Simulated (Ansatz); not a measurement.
ClGaHNO (charge +1, doublet)

```yaml
atoms:
  - { symbol: Cl, position_ang: [2.2877, -0.2079, -2.1775] }
  - { symbol: Ga, position_ang: [0.7939, 0.3042, -0.8549] }
  - { symbol: N, position_ang: [1.9128, 3.3116, -1.3877] }
  - { symbol: O, position_ang: [1.1370, 2.6800, -0.8217] }
  - { symbol: H, position_ang: [-0.3733, 0.2764, 0.1206] }
```

Geometry: PBE0-D3(BJ)/pcseg-1.

Computed with isolated molecule in a Gaussian basis; Kohn-Sham density functional theory, functional PBE0 in Ansatz.

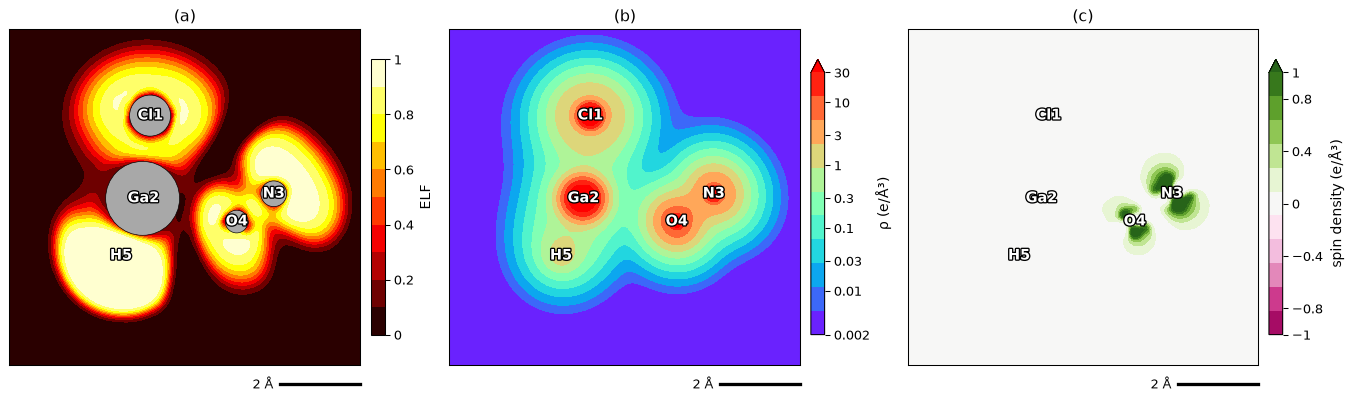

Figure 1. (a) electron localisation function; (b) total electron density; (c) spin density on the molecular plane. Grey discs cover the atomic cores in the ELF map.

### What do the fields say about this system?

The plane passes through Cl, Ga, N, O and H nuclei.
N–O (1.15 Å): the density is about 4.2 e/Å³ at the midpoint; the ELF peaks at about 0.85 between the atoms (a multiple bond).
Ga–Cl (2.06 Å): ρ is about 0.86 e/Å³ halfway; the ELF peaks at about 0.80 in the valence shell of Cl, 0.8 Å from its nucleus, and is about 0.60 at the midpoint.
Ga–H (1.52 Å): ρ is about 1.2 e/Å³ halfway; the ELF climbs to about 1 towards the hydrogen.
The ELF also peaks beside O4, N3 and Cl1, away from the bonds: non-bonding electrons, paired or unpaired.
The unpaired spin (1 electron) lies mostly on N3 (about 0.7) and O4 (about 0.2), in electrons by Hirshfeld's partition.

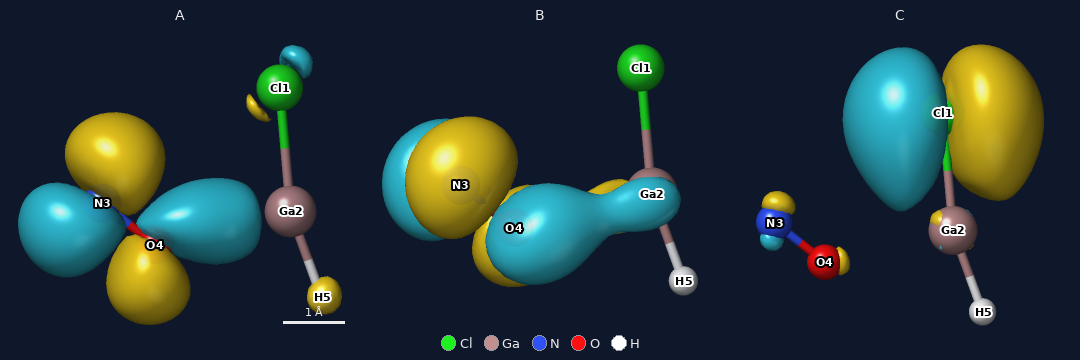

Figure 2. Three frontier orbitals at ±0.1 Å⁻³ᐟ² (yellow and cyan are the two phases), in no order.

### Order the three orbitals by energy and name them. All are α orbitals.

C is the HOMO−1 (α) (−15.24 eV). It lies mainly on Cl1 (about 90 %) and Ga2 (about 10 %); it is symmetric in the molecular plane (an in-plane orbital: σ, lone-pair or in-plane π type); largely a lone pair of Cl1. A is the HOMO (α) (−12.41 eV). By Hirshfeld shares it lies mainly on N3 (about 55 %) and O4 (about 35 %); it is symmetric in the molecular plane (an in-plane orbital: σ, lone-pair or in-plane π type). B is the LUMO (α) (−8.68 eV). By Hirshfeld shares it lies mainly on N3 (about 55 %), O4 (about 30 %) and Ga2 (about 10 %); it changes sign across the molecular plane (π type); π-antibonding (a node) across N3–O4.

### What is the gap between the highest occupied and lowest empty α orbitals?

3.73 eV between the orbital energies.

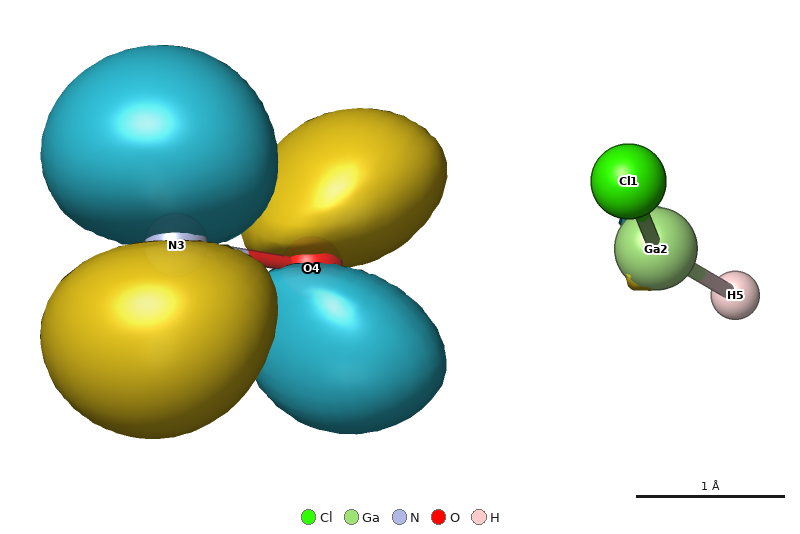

Figure 3. One frontier orbital at ±0.15 Å⁻³ᐟ² (yellow and cyan are the two phases), seen from one side.

### Which orbital is it: HOMO (β) or LUMO (β)?

The LUMO (β), at −8.27 eV. By Hirshfeld shares it lies mainly on N3 (about 55 %), O4 (about 25 %) and Ga2 (about 15 %); it changes sign across the molecular plane (π type); π-antibonding (a node) across N3–O4.
